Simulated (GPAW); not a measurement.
**Near-edge structure at the N K edge of TaN (Fm-3m)**

What does one-electron theory with a core hole give for the N K edge of TaN (Fm-3m)?

Program: GPAW 26.7.0. Level of theory: X-ray absorption from dipole matrix elements to empty bands, plane-wave PAW LDA, without spin-orbit coupling. Results are calculated unless marked as measured.

### 1. The starting structure

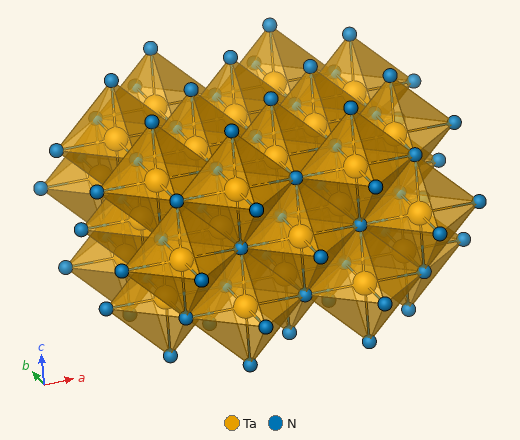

The cell as given, from a free direction (tantalum orange, nitrogen blue). 2×2×1 cells are drawn. This picture shows the conventional cell, with its axes. Some periodic images of atoms are drawn too.

Structure file:

```cif
data_structure
_symmetry_space_group_name_H-M 'P 1'
_symmetry_Int_Tables_number 1
_cell_length_a 3.0816
_cell_length_b 3.0816
_cell_length_c 3.0816
_cell_angle_alpha 60.000
_cell_angle_beta 60.000
_cell_angle_gamma 60.000
_cell_volume 20.69
loop_
_atom_site_label
_atom_site_type_symbol
_atom_site_fract_x
_atom_site_fract_y
_atom_site_fract_z
_atom_site_occupancy
Ta1 Ta 0.50000 0.50000 0.50000 1
N2 N 0.00000 0.00000 0.00000 1
```

### 2. The field without a hole

A plain self-consistent run shows whether there is a gap, which decides the set-up of the core-hole run.

scf.py

```python
import numpy as np
from ase import Atoms
from ase.parallel import parprint, paropen
from gpaw import GPAW, PW, FermiDirac, Mixer, MixerDif, setup_paths
from gpaw.test import gen
setup_paths.insert(0, '.')
gen('N', name='nch1s', xcname='LDA', corehole=(1, 0, 0), write_xml=True)
from gpaw.mpi import world
world.barrier()

atoms = Atoms('TaN',
    cell=[[0, 2.179, 2.179],
     [2.179, 0, 2.179],
     [2.179, 2.179, 0]],
    scaled_positions=[[0.5, 0.5, 0.5],
     [0, 0, 0]],
    pbc=True)
atoms.calc = calc = GPAW(legacy_gpaw=True, mode=PW(500), xc='LDA', setups={1: 'nch1s'},
    kpts={'size': (10, 10, 10), 'gamma': True}, occupations=FermiDirac(0.05),
    charge=0, mixer=Mixer(0.1, 5, 50), maxiter=150,
    convergence={'density': 0.0001}, txt='scf.txt')
energy = atoms.get_potential_energy() + calc.get_reference_energy()
ef = calc.get_fermi_level()
out = dict(energy=energy, fermi=ef, forces=atoms.get_forces().tolist())
parprint(f'all-electron energy {energy:.4f} eV, Fermi level {ef:.4f} eV')
ev = np.array([[calc.get_eigenvalues(k, s) for k in range(len(calc.get_ibz_k_points()))] for s in range(calc.get_number_of_spins())])
out['homo'], out['lumo'], out['counts'] = ev[ev < ef].max(), ev[ev > ef].min(), sorted(set((ev < ef).sum((0, 2)).tolist()))
out['filled'] = (ev[:, 0] < ef).sum(1).tolist()
import json
with paropen('out.json', 'w') as f:
    json.dump(out, f)
```

On the command line:

```
> OMP_NUM_THREADS=1 mpirun -n 4 gpaw python scf.py
```

Numbers of over 12 decimals in the logs are rounded to 6 here.

What it wrote:

```text
Input parameters:
  convergence: {density: 0.0001}
  kpts: {gamma: True,
         size: (10, 10, 10)}
  maxiter: 150
  mixer: {backend: pulay,
          beta: 0.1,
          method: separate,
          nmaxold: 5,
          weight: 50}
  mode: {ecut: 500.0,
         name: pw}
  occupations: {fixmagmom: False,
                name: fermi-dirac,
                width: 0.05}
  setups: {1: nch1s}

Initialize ...

[... PAW data sets ...]

Reference energy: -425393.194025  # eV

Spin-paired calculation

[... convergence settings ...]
Symmetries present (total): 48
  [... symmetry matrices ...]

1000 k-points: 10 x 10 x 10 Monkhorst-Pack grid + [1/20,1/20,1/20]
47 k-points in the irreducible part of the Brillouin zone
       k-points in crystal coordinates                weights
   0:     0.00000000    0.00000000    0.00000000          1/1000
   1:     0.10000000    0.10000000    0.00000000          6/1000
   2:     0.10000000    0.10000000    0.10000000          8/1000
   3:     0.20000000    0.10000000    0.10000000         12/1000
   4:     0.20000000    0.20000000    0.00000000          6/1000
   5:     0.20000000    0.20000000    0.10000000         24/1000
   6:     0.20000000    0.20000000    0.20000000          8/1000
   7:     0.30000000    0.20000000    0.10000000         24/1000
   8:     0.30000000    0.20000000    0.20000000         24/1000
   9:     0.30000000    0.30000000    0.00000000          6/1000
          ...
  46:     0.50000000    0.50000000    0.50000000          4/1000

Wave functions: Plane wave expansion
  Cutoff energy: 500.000 eV
  Number of coefficients (min, max): 512, 544
  Pulay-stress correction: 0.000000 eV/Ang^3 (de/decut=0.000000)
  Using FFTW library
  Wavefunction extrapolation:
    Improved wavefunction reuse through dual PAW basis

Occupation numbers: Fermi-Dirac:
  width: 0.0500  # eV

Eigensolver
   Davidson(niter=2)

Densities:
  Coarse grid: 16*16*16 grid
  Fine grid: 32*32*32 grid
  Total Charge: 0.000000

Density mixing:
  Method: separate
  Backend: pulay
  Linear mixing parameter: 0.1
  old densities: 5
  Width of damping distribution: 1.1
  Damping of long wavelength oscillations: 50

[... Hamiltonian set-up ...]
Number of atoms: 2
Number of atomic orbitals: 17
Number of bands in calculation: 15
Number of valence electrons: 18
Bands to converge: occupied

... initialized

Initializing position-dependent things.

Density initialized from atomic densities
Creating initial wave functions:
  15 bands from LCAO basis set

              Ta

       N

Atomic positions and initial magnetic moments

Positions:
   0 Ta     2.179000    2.179000    2.179000    ( 0.0000,  0.0000,  0.0000)
   1 N      0.000000    0.000000    0.000000    ( 0.0000,  0.0000,  0.0000)

Unit cell:
           periodic     x           y           z      points  spacing
  1. axis:    yes    0.000000    2.179000    2.179000    16     0.1573
  2. axis:    yes    2.179000    0.000000    2.179000    16     0.1573
  3. axis:    yes    2.179000    2.179000    0.000000    16     0.1573

  Lengths:   3.081571   3.081571   3.081571
  Angles:   60.000000  60.000000  60.000000

Effective grid spacing dv^(1/3) = 0.1716

iter:   1   -23.267960
iter:   2   -22.493749   -0.96  -1.02
iter:   3   -21.800034   -1.29  -1.15
iter:   4   -21.796018   -2.54  -1.54
iter:   5   -21.795127c  -2.09  -1.59
iter:   6   -21.787921c  -3.04  -2.16
iter:   7   -21.789227c  -2.74  -2.48
iter:   8   -21.784957c  -3.56  -2.35
iter:   9   -21.784916c  -4.52  -3.50
iter:  10   -21.784898c  -5.61  -3.46
iter:  11   -21.784898c  -7.02  -4.54c
iter:  12   -21.784898c  -8.95c -4.79c

Converged after 12 iterations.

Dipole moment: (-0.000000, -0.000000, -0.000000) |e|*Ang

Energy contributions relative to reference atoms: (reference = -425393.194025)

Kinetic:        +16.084633
Potential:      -15.282992
External:        +0.000000
XC:             -22.273901
Entropy (-ST):   -0.006197
Local:           -0.309539
SIC:             +0.000000
--------------------------
Free energy:    -21.787996
Extrapolated:   -21.784898

Showing only first 2 kpts
 Kpt  Band  Eigenvalues  Occupancy
  0     7     11.81197    2.00000
  0     8     13.46381    2.00000
  0     9     13.46381    2.00000
  0    10     13.46381    2.00000

  1     7     11.27159    2.00000
  1     8     12.98166    2.00000
  1     9     14.53059    2.00000
  1    10     14.53061    2.00000

Fermi level: 15.68897

No gap
No difference between direct/indirect transitions

Forces in eV/Ang:
  0 Ta   -0.00000    0.00000    0.00000
  1 N     0.00000   -0.00000   -0.00000
Scalar-relativistic atomic LDA calculation for N (Nitrogen, Z=7)
Core hole in 1s state (1s occupation: 2.0)
300 radial gridpoints.
|------------------------------------------------|
|------------------------------------------------|
[... the atom generator's iteration count ...]

Energy contributions:
-------------------------
Kinetic:      +53.816217
XC:            -6.142385
Potential:   -101.727472
-------------------------
Total:        -54.053639

state      eigenvalue         ekin         rmax
-----------------------------------------------
1s^2.0 :   -14.019608    21.782698        0.149
2s^2.0 :    -0.676924     2.368146        1.016
2p^3.0 :    -0.265967     1.838177        0.965
-----------------------------------------------
(units: Bohr and Hartree)

Generating PAW setup
Kinetic energy of the core from tauc = 43.592016
Cutoffs:
rc(s)=1.140
rc(p)=1.000
rc(d)=1.090
rc(vbar)=1.120
rc(comp)=1.090
rc(nct)=1.140

Kinetic energy of the core states: 43.565395
Charge: 0.0
Core electrons: 2.0
Valence electrons: 5.0
Pseudo-core charge: 0.013034
Shape function alpha=8.417
Pseudo-electron charge 5.012684
state    eigenvalue         norm
--------------------------------
2s(2) :    -0.676924     1.071713
*s    :     0.323076
2p(3) :    -0.265967     0.952074
*p    :     0.734033
*d    :     0.000000
--------------------------------

Diagonalizing with gridspacing h=0.050

state   all-electron     PAW
-------------------------------
2s:      -0.676924    -0.677975
2p:      -0.265967    -0.268121
*d:                    0.048644
*f:                    0.076426
-------------------------------
all-electron energy -425414.9789 eV, Fermi level 15.6890 eV
```

Wall time 3.6 s (4 MPI ranks of Arm Neoverse V2, shared host); peak memory 0.16 GiB.

The mesh shows no gap, so the system is treated as a metal and the core electron is put at the Fermi level (neutral cell).

### 3. Spectrum without a core hole, N atom 2

This cheap baseline ignores the attraction of the hole: it shows the absorber's empty states as they are in the ground state. The data set with a hole of occupation 0 only carries the core orbital.

The absorber has 6 Ta at 2.18 Å (octahedral, site symmetry m-3m).

xas.py

```python
import numpy as np
from ase import Atoms
from ase.parallel import parprint, paropen
from gpaw import GPAW, PW, FermiDirac, Mixer, MixerDif, setup_paths
from gpaw.test import gen
setup_paths.insert(0, '.')
gen('N', name='nch1s', xcname='LDA', corehole=(1, 0, 0), write_xml=True)
from gpaw.mpi import world
world.barrier()

atoms = Atoms('TaN',
    cell=[[0, 2.179, 2.179],
     [2.179, 0, 2.179],
     [2.179, 2.179, 0]],
    scaled_positions=[[0.5, 0.5, 0.5],
     [0, 0, 0]],
    pbc=True)
atoms.calc = calc = GPAW(legacy_gpaw=True, mode=PW(500), xc='LDA', setups={1: 'nch1s'},
    kpts={'size': (13, 13, 13), 'gamma': True}, occupations=FermiDirac(0.1),
    charge=0, mixer=Mixer(0.1, 5, 50), maxiter=150,
    convergence={'density': 0.0001}, txt='scf.txt')
energy = atoms.get_potential_energy() + calc.get_reference_energy()
ef = calc.get_fermi_level()
out = dict(energy=energy, fermi=ef, forces=atoms.get_forces().tolist())
parprint(f'all-electron energy {energy:.4f} eV, Fermi level {ef:.4f} eV')
ev = np.array([[calc.get_eigenvalues(k, s) for k in range(len(calc.get_ibz_k_points()))] for s in range(calc.get_number_of_spins())])
out['homo'], out['lumo'], out['counts'] = ev[ev < ef].max(), ev[ev > ef].min(), sorted(set((ev < ef).sum((0, 2)).tolist()))
out['filled'] = (ev[:, 0] < ef).sum(1).tolist()

from ase.units import Ha
from gpaw.xas import dipole_matrix_elements
nb = int(calc.get_number_of_electrons() / 2) + 21
top = nb
nscf = calc.fixed_density(kpts={'size': (12, 12, 12), 'gamma': True},
    convergence={'eigenstates': 1.0}, txt='nscf.txt')
nscf.diagonalize_full_hamiltonian(nbands=nb)
cell = atoms.cell.array
ops = [cell.T @ U.T @ np.linalg.inv(cell.T) for U in nscf.wfs.kd.symmetry.op_scc]
E = np.arange(-25, 34, 0.1)
fwhm = np.interp(E, [4, 25], [0.9, 3.5])
Y, X, zero, highest = 0, 0, 1e9, 1e9
for spin in range(nscf.get_number_of_spins()):
    wfs = nscf.wfs
    A = dipole_matrix_elements(wfs.setups[1])
    eps = np.zeros((wfs.kd.nibzkpts, nb))
    d = np.zeros((3, A.shape[1], wfs.kd.nibzkpts, nb), complex)
    for kpt in wfs.kpt_u:
        if kpt.s == spin and 1 in kpt.P_ani:
            eps[kpt.k] = kpt.eps_n * Ha
            d[:, :, kpt.k] = (kpt.weight * wfs.nspins / 2) ** 0.5 * np.inner(A, kpt.P_ani[1])
    world.sum(eps)
    world.sum(d)
    T = np.einsum('amkn,bmkn->abkn', d, d.conj()).real
    T = sum(np.einsum('ai,ijkn,bj->abkn', R, T, R) for R in ops) / len(ops)
    empty = eps > ef
    zero, highest = min(zero, eps[empty].min()), min(highest, eps[:, top - 1].min())
    lines = [(eps, T, empty)] if spin == 0 else lines + [(eps, T, empty)]
for eps, T, empty in lines:
    f = np.einsum('aakn->akn', T).reshape(3, -1)
    x = eps.ravel() - zero
    w = np.interp(x, E, fwhm) / 2.35482
    g = np.exp(-0.5 * ((E[:, None] - x) / w) ** 2) / (w * (2 * np.pi) ** 0.5)
    Y = Y + (f * empty.ravel()) @ g.T
    X = X + (f * ~empty.ravel()) @ g.T
out.update(E=E.round(2).tolist(), xas=Y.tolist(), xes=X.tolist(), zero=zero, valid=highest - zero, nk=len(eps), nb=nb)
for i in range(0, len(E), 10):
    parprint(f'{E[i]:7.2f}', *(f'{v:10.3e}' for v in Y[:, i]))
import json
with paropen('out.json', 'w') as f:
    json.dump(out, f)
```

On the command line:

```
> OMP_NUM_THREADS=1 mpirun -n 4 gpaw python xas.py
```

What it wrote:

```text
Input parameters:
  convergence: {density: 0.0001}
  kpts: {gamma: True,
         size: (13, 13, 13)}
  maxiter: 150
  mixer: {backend: pulay,
          beta: 0.1,
          method: separate,
          nmaxold: 5,
          weight: 50}
  mode: {ecut: 500.0,
         name: pw}
  occupations: {fixmagmom: False,
                name: fermi-dirac,
                width: 0.1}
  setups: {1: nch1s}

Initialize ...

[...]
*p    :     0.734033
*d    :     0.000000
--------------------------------

Diagonalizing with gridspacing h=0.050

state   all-electron     PAW
-------------------------------
2s:      -0.676924    -0.677975
2p:      -0.265967    -0.268121
*d:                    0.048644
*f:                    0.076426
-------------------------------
all-electron energy -425414.9736 eV, Fermi level 15.6790 eV
[...]
32.00  8.848e-05  8.848e-05  8.848e-05
  33.00  6.001e-05  6.001e-05  6.001e-05
[key lines of the parts left out:]
Converged after 12 iterations.
Dipole moment: (-0.000000, -0.000000, -0.000000) |e|*Ang
Free energy:    -21.790759
Fermi level: 15.67898
```

It took 11 s on 4 MPI ranks; peak memory 0.21 GiB; 45 s of CPU time.

The N K spectrum, N atom 2, no core hole (energy from the lowest empty level; intensity scaled to a mean of 1 over the first 20 eV):

```csv
E (eV),intensity
-2.0,0.00
-0.5,0.09
1.0,1.10
2.5,1.45
4.0,0.96
5.5,1.35
7.0,1.68
8.5,1.80
10.0,1.62
11.5,1.12
13.0,0.57
14.5,0.56
16.0,0.60
17.5,0.23
19.0,0.17
20.5,0.30
22.0,0.33
23.5,0.44
25.0,0.60
26.5,0.83
28.0,1.30
29.5,1.41
31.0,0.89
```

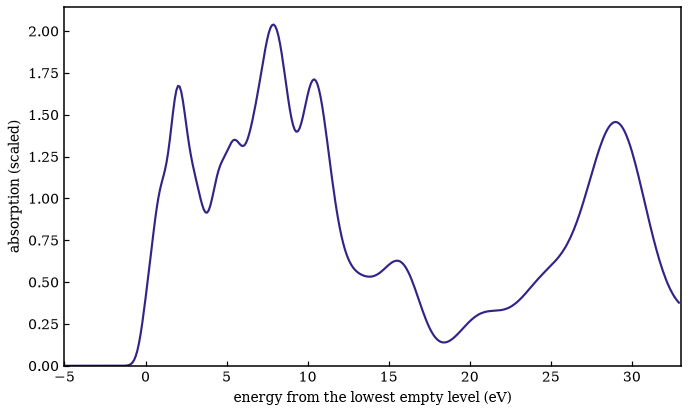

The N K edge, N atom 2, no core hole: main maxima at 2.0, 7.9 and 10.4 eV.

Main maxima below 24 eV (height): 2.0 eV (1.67), 5.5 eV (1.35), 7.9 eV (2.04), 10.4 eV (1.71) and 15.5 eV (0.63). A K edge sees empty p states; the first features are N p mixed into the empty d states of the Ta neighbours, and the broad ones above probably into the cations' higher empty bands.

The same matrix elements for filled bands give the N K emission of N atom 2 (ground-state approximation; energy from the lowest empty level, largest value 1):

```csv
E (eV),emission
-24.0,0.00
-22.5,0.00
-21.0,0.00
-19.5,0.00
-18.0,0.00
-16.5,0.00
-15.0,0.00
-13.5,0.00
-12.0,0.00
-10.5,0.03
-9.0,0.24
-7.5,0.73
-6.0,0.44
-4.5,0.10
-3.0,0.07
-1.5,0.09
0.0,0.06
1.5,0.00
3.0,0.00
```

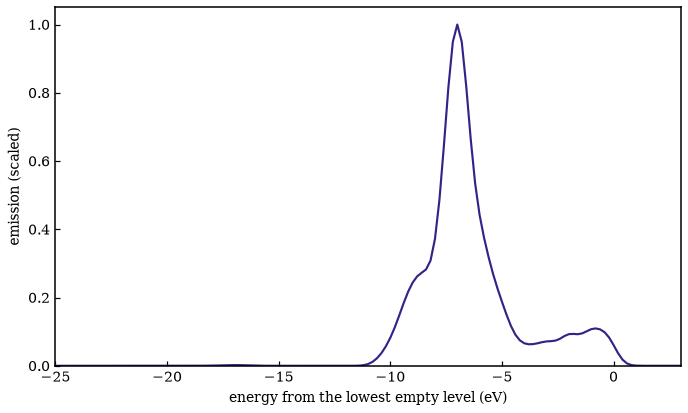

X-ray emission from the filled bands.

Emission maxima: -7.0 eV (1.00).

### 4. Reference energy of the supercell

The photon energy needs a difference of total energies, so the cell and mesh of the coming hole run are first run without a hole.

scf.py: that of step 2 with these lines changed.

```diff
@@ -10,11 +10,35 @@
 
-atoms = Atoms('TaN',
-    cell=[[0, 2.179, 2.179],
-     [2.179, 0, 2.179],
-     [2.179, 2.179, 0]],
-    scaled_positions=[[0.5, 0.5, 0.5],
-     [0, 0, 0]],
+atoms = Atoms('Ta13N13',
+    cell=[[2.179, 0, 6.537],
+     [6.537, 2.179, 0],
+     [0, 6.537, -2.179]],
+    scaled_positions=[[0.42307692, 0.19230769, 0.26923077],
+     [0.5, 0.5, 0.5],
+     [0.57692308, 0.80769231, 0.73076923],
+     [0.80769231, 0.73076923, 0.42307692],
+     [0.96153846, 0.34615385, 0.88461538],
+     [0.19230769, 0.26923077, 0.57692308],
+     [0.65384615, 0.11538462, 0.96153846],
+     [0.88461538, 0.03846154, 0.65384615],
+     [0.11538462, 0.96153846, 0.34615385],
+     [0.03846154, 0.65384615, 0.11538462],
+     [0.26923077, 0.57692308, 0.80769231],
+     [0.73076923, 0.42307692, 0.19230769],
+     [0.34615385, 0.88461538, 0.03846154],
+     [0, 0, 0],
+     [0.07692308, 0.30769231, 0.23076923],
+     [0.15384615, 0.61538462, 0.46153846],
+     [0.38461538, 0.53846154, 0.15384615],
+     [0.53846154, 0.15384615, 0.61538462],
+     [0.76923077, 0.07692308, 0.30769231],
+     [0.23076923, 0.92307692, 0.69230769],
+     [0.46153846, 0.84615385, 0.38461538],
+     [0.69230769, 0.76923077, 0.07692308],
+     [0.61538462, 0.46153846, 0.84615385],
+     [0.84615385, 0.38461538, 0.53846154],
+     [0.30769231, 0.23076923, 0.92307692],
+     [0.92307692, 0.69230769, 0.76923077]],
     pbc=True)
-atoms.calc = calc = GPAW(legacy_gpaw=True, mode=PW(500), xc='LDA', setups={1: 'nch1s'},
-    kpts={'size': (10, 10, 10), 'gamma': True}, occupations=FermiDirac(0.05),
+atoms.calc = calc = GPAW(legacy_gpaw=True, mode=PW(500), xc='LDA', setups={13: 'nch1s'},
+    kpts={'size': (4, 4, 4), 'gamma': True}, occupations=FermiDirac(0.1),
     charge=0, mixer=Mixer(0.1, 5, 50), maxiter=150,
```

On the command line:

```
> OMP_NUM_THREADS=1 mpirun -n 4 gpaw python scf.py
```

What it wrote:

```text
Input parameters:
  convergence: {density: 0.0001}
  kpts: {gamma: True,
         size: (4, 4, 4)}
  maxiter: 150
  mixer: {backend: pulay,
          beta: 0.1,
          method: separate,
          nmaxold: 5,
          weight: 50}
  mode: {ecut: 500.0,
         name: pw}
  occupations: {fixmagmom: False,
                name: fermi-dirac,
                width: 0.1}
  setups: {13: nch1s}

Initialize ...

[...]
2s(2) :    -0.676924     1.071713
*s    :     0.323076
2p(3) :    -0.265967     0.952074
*p    :     0.734033
*d    :     0.000000
--------------------------------

Diagonalizing with gridspacing h=0.050

state   all-electron     PAW
-------------------------------
2s:      -0.676924    -0.677975
2p:      -0.265967    -0.268121
*d:                    0.048644
*f:                    0.076426
-------------------------------
all-electron energy -5530394.6010 eV, Fermi level 15.6384 eV
[key lines of the parts left out:]
Converged after 26 iterations.
Dipole moment: (-0.000000, -0.000000, -0.000000) |e|*Ang
Free energy:   -283.238126
Fermi level: 15.63842
```

Wall time 4 min (4 MPI ranks); peak memory 0.53 GiB.

Reference energy: -5530394.601 eV with the cores included.

(Part 1 of 3 ends here.)

[Banner, clock and machine lines of the logs are left out without a mark of their own.]

[Logs are printed without paths, hosts, clocks, repeated set-up lines and the standing remarks that a program may print on its own settings, such as how far it seeks lower states.]

[Hosts, paths, dates, database ids (printed as entryN), source tags and the programs' standing remarks are cut or masked in the printed files.]

[Lists of maxima count a maximum above −3 eV only where it reaches 4 % of the highest in the window and stands out from its surroundings by 2 % of it (1.5 % where it reaches 55 %); shoulders and weaker maxima are passed over, and of the rest the first, up to two pre-edge ones and the few strongest are named.]
